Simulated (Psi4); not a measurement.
# BSiH4O2F (SMILES OB(F)O[SiH3]): PBE0/6-31G(d) (spherical functions)

What is the vertical ionisation energy of BSiH4O2F at PBE0/6-31G* (spherical functions)? 

The results are computed with Psi4 1.11.

12 further runs of the same task are left out: 12 that didn't finish.

**1. The structure to begin with**

BSiH4O2F has 9 atoms, charge 0, and is taken as a singlet. SMILES: `OB(F)O[SiH3]`. Geometry: relaxed at PBE0-D4/def2-TZVP. This is one conformer, not always the lowest.

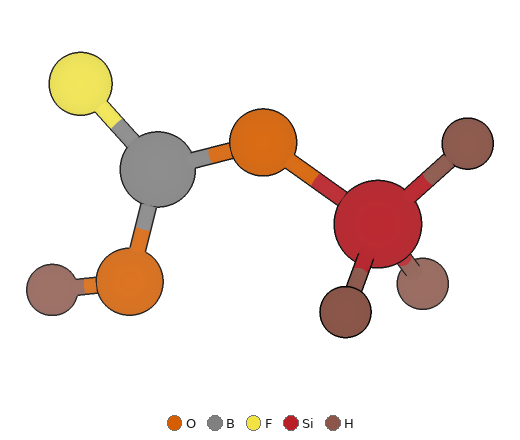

Viewed from a chosen angle; oxygen orange, boron grey, fluorine yellow, silicon red, hydrogen brown.

**2. Energy and forces at PBE0/6-31G(d) (spherical functions)**

input.inp

```
memory 2200 MB

molecule {
  0 1
  O
  B 1 1.359197
  F 2 1.334449 1 120.04275
  O 2 1.34756 3 118.87028 1 179.99096
  Si 4 1.654927 2 131.9216 3 179.99385
  H 1 0.95988 2 113.38885 3 -0.01857
  H 5 1.480479 4 106.41385 2 -179.93199
  H 5 1.483561 7 110.07506 4 119.35462
  H 5 1.483596 7 110.07877 8 121.28219
  symmetry c1
  no_reorient
  no_com
}

set basis 6-31G*
set puream true
set e_convergence 1e-09
set d_convergence 1e-08
set scf_type pk
set dft_radial_points 99
set dft_spherical_points 590

result, w = gradient('pbe0', return_wfn=True)
print_variables()
```

Launch:

```
psi4 -n 1 input.inp input.out
```

input.out:

```text
[...]
  Running in c1 symmetry.
[...]
  Nuclear repulsion =  222.106215647762497
[...]
  Multiplicity = 1
[...]
  Nalpha       = 24
  Nbeta        = 24
[...]
    Number of basis functions: 82
[...]
   @RKS iter   1:  -566.56156659025839   -4.79583e-01   9.60279e-03 ADIIS/DIIS
[...]
   @RKS iter  11:  -566.79142434815367   -4.88853e-12   3.27082e-09 DIIS
[...]
    Orbital Energies [Eh]
    ---------------------
    Doubly Occupied:
       1A    -66.268536     2A    -24.771812     3A    -19.241515
       4A    -19.229967     5A     -6.870788     6A     -5.351808
       7A     -3.686903     8A     -3.684080     9A     -3.684054
      10A     -1.230655    11A     -1.071126    12A     -1.038082
      13A     -0.617484    14A     -0.581298    15A     -0.541490
      16A     -0.490709    17A     -0.475270    18A     -0.439440
      19A     -0.409558    20A     -0.402240    21A     -0.382501
      22A     -0.365795    23A     -0.338750    24A     -0.331142
[...]
  @RKS Final Energy:  -566.79142434815367
   => Energetics <=
    Nuclear Repulsion Energy =            222.1062156477624967
    One-Electron Energy =               -1225.7670901640262855
    Two-Electron Energy =                 477.6785205588108738
    DFT Exchange-Correlation Energy =     -40.8090703907008034
    Empirical Dispersion Energy =           0.0000000000000000
    VV10 Nonlocal Energy =                  0.0000000000000000
    Total Energy =                       -566.7914243481536687
[...]
 Multipole Moments:
 ------------------------------------------------------------------------------------
     Multipole            Electronic (a.u.)      Nuclear  (a.u.)        Total (a.u.)
 ------------------------------------------------------------------------------------
 L = 1.  Multiply by 2.5417464519 to convert [e a0] to [Debye]
 Dipole X            :          0.0002436            0.0000856            0.0003292
 Dipole Y            :         -7.7734994            7.6924660           -0.0810334
 Dipole Z            :          1.6054588           -2.1382136           -0.5327548
 Magnitude           :                                                    0.5388823
[...]
  -Total Gradient:
     Atom            X                  Y                   Z
    ------   -----------------  -----------------  -----------------
       1       -0.000007965490    -0.006217562813     0.001119133556
       2        0.000017858138     0.002071467178     0.001449138315
       3       -0.000006674478     0.001795399507    -0.000987401233
       4       -0.000008407905     0.005012902066    -0.005320043625
       5       -0.000004010425    -0.003371012335     0.002858263316
       6        0.000002105132     0.004594293773     0.000226553819
       7       -0.000002788030    -0.001271162913    -0.000743086271
       8        0.001049408367    -0.001333376963     0.000700884070
       9       -0.001039568760    -0.001329591451     0.000692669054
[...]
```

Wall time 12 s (1 thread of AMD EPYC 9R45 (Zen 5), shared host); peak memory 1.3 GiB.

**3. The doublet cation, same level**

run.py

```python
import psi4

psi4.set_memory('2200 MB')
psi4.set_num_threads(1)
psi4.set_output_file('output.dat', False)

m = psi4.geometry("""
1 2
O
B 1 1.359197
F 2 1.334449 1 120.04275
O 2 1.34756 3 118.87028 1 179.99096
Si 4 1.654927 2 131.9216 3 179.99385
H 1 0.95988 2 113.38885 3 -0.01857
H 5 1.480479 4 106.41385 2 -179.93199
H 5 1.483561 7 110.07506 4 119.35462
H 5 1.483596 7 110.07877 8 121.28219
symmetry c1
no_reorient
no_com
""")

options = {'basis': '6-31G*', 'reference': 'uks', 'puream': True, 'e_convergence': 1e-09, 'd_convergence': 1e-08, 'scf_type': 'pk', 'dft_radial_points': 99, 'dft_spherical_points': 590, 'maxiter': 100}
psi4.set_options(options)

E, wfn = psi4.gradient("pbe0", molecule=m, return_wfn=True)
print('gradient / Eh bohr^-1')
print(E.np.round(6))
print(f'energy = {wfn.energy():.10f} Eh')
for k, v in sorted(psi4.core.scalar_variables().items()):
    print(f'{k:45s} {v:18.10f}')
```

Launch:

```
python run.py
```

output.dat, shortened:

```text
[...]
  Running in c1 symmetry.
[...]
  Nuclear repulsion =  222.106215647762497
[...]
  Multiplicity = 2
[...]
  Nalpha       = 24
  Nbeta        = 23
[...]
    Number of basis functions: 82
[...]
   @UKS iter   1:  -566.14063602219142   -5.86523e-02   9.19426e-03 DIIS/ADIIS
[...]
   @UKS iter  18:  -566.37636745650366   -3.14913e-11   7.29693e-09 DIIS
[...]
   @S^2 Observed:                7.612319182E-01
[...]
  @UKS Final Energy:  -566.37636745650366
   => Energetics <=
    Nuclear Repulsion Energy =            222.1062156477624967
    One-Electron Energy =               -1214.2106347549529346
    Two-Electron Energy =                 466.2430721766365878
    DFT Exchange-Correlation Energy =     -40.5150205259498648
    Empirical Dispersion Energy =           0.0000000000000000
    VV10 Nonlocal Energy =                  0.0000000000000000
    Total Energy =                       -566.3763674565036581
[...]
 Multipole Moments:
 ------------------------------------------------------------------------------------
     Multipole            Electronic (a.u.)      Nuclear  (a.u.)        Total (a.u.)
 ------------------------------------------------------------------------------------
 L = 1.  Multiply by 2.5417464519 to convert [e a0] to [Debye]
 Dipole X            :         -0.0010542            0.0000856           -0.0009685
 Dipole Y            :         -6.2177781            7.6924660            1.4746879
 Dipole Z            :          1.1678798           -2.1382136           -0.9703338
 Magnitude           :                                                    1.7652912
[...]
  -Total Gradient:
     Atom            X                  Y                   Z
    ------   -----------------  -----------------  -----------------
       1       -0.000013073427    -0.023836040028    -0.009084753397
       2       -0.000006210961     0.071453654953     0.005796286881
       3       -0.000006498809    -0.021373707764     0.007266500350
       4        0.000053849083    -0.020993248714    -0.005243189223
       5       -0.000205656618    -0.028087095686    -0.037412034585
       6        0.000008438159     0.013491054013     0.006948245699
       7        0.000042560912     0.003046213997     0.003390693818
       8        0.007758819010     0.003113470851     0.014163832358
       9       -0.007632271269     0.003137471569     0.014171401954
[...]
```

The script printed:

```text
gradient / Eh bohr^-1
[[-1.3000e-05 -2.3836e-02 -9.0850e-03]
 [-6.0000e-06  7.1454e-02  5.7960e-03]
 [-6.0000e-06 -2.1374e-02  7.2670e-03]
 [ 5.4000e-05 -2.0993e-02 -5.2430e-03]
 [-2.0600e-04 -2.8087e-02 -3.7412e-02]
 [ 8.0000e-06  1.3491e-02  6.9480e-03]
 [ 4.3000e-05  3.0460e-03  3.3910e-03]
 [ 7.7590e-03  3.1130e-03  1.4164e-02]
 [-7.6320e-03  3.1370e-03  1.4171e-02]]
energy = -566.3763674565 Eh
CURRENT ENERGY                                   -566.3763674565
CURRENT REFERENCE ENERGY                         -566.3763674565
DD SOLVATION ENERGY                                 0.0000000000
DFT FUNCTIONAL TOTAL ENERGY                      -566.3763674565
DFT TOTAL ENERGY                                 -566.3763674565
DFT VV10 ENERGY                                     0.0000000000
DFT XC ENERGY                                     -40.5150205259
GRID ELECTRONS ALPHA                               23.9999995208
GRID ELECTRONS BETA                                22.9999996003
GRID ELECTRONS TOTAL                               46.9999991211
NUCLEAR REPULSION ENERGY                          222.1062156478
ONE-ELECTRON ENERGY                             -1214.2106347550
PCM POLARIZATION ENERGY                             0.0000000000
PE ENERGY                                           0.0000000000
SCF ITERATION ENERGY                             -566.3763674565
SCF ITERATIONS                                     18.0000000000
SCF TOTAL ENERGY                                 -566.3763674565
TWO-ELECTRON ENERGY                               466.2430721766
XC GRID RADIAL POINTS                              99.0000000000
XC GRID SPHERICAL POINTS                          590.0000000000
XC GRID TOTAL POINTS                           499340.0000000000
```

Run time: 24 s. Hardware: 1 thread of AMD EPYC 9R45 (Zen 5), shared host; peak memory 1.3 GiB.

**4. What came out**

Level: PBE0/6-31G* (spherical functions).

| quantity | value |
| --- | --- |
| singlet BSiH4O2F: total energy | -566.79142 Eh |
| singlet BSiH4O2F: dipole moment | 1.37 D |
| singlet BSiH4O2F: HOMO energy | -9.01 eV |
| singlet BSiH4O2F: LUMO energy | 0.56 eV |
| singlet BSiH4O2F: HOMO–LUMO gap | 9.57 eV |
| singlet BSiH4O2F: largest force on an atom | 0.376 eV/Å |
| doublet cation: total energy | -566.37637 Eh |
| doublet cation: HOMO energy (highest over α and β) | -15.41 eV |
| doublet cation: LUMO energy (lowest over α and β) | -13.56 eV |
| doublet cation: ⟨S²⟩ | 0.761 |
| doublet cation: largest force on an atom | 3.686 eV/Å |
| vertical ionisation energy (to the doublet cation) | 11.294 eV |

**Reading.** Removing an electron at fixed nuclei costs 11.29 eV (260 kcal/mol). The largest force (singlet BSiH4O2F) is 0.38 eV/Å: the shape isn't a stationary point for this species at this level. −ε(HOMO) before ionisation, 9.01 eV, is 2.28 eV below this ionisation energy.
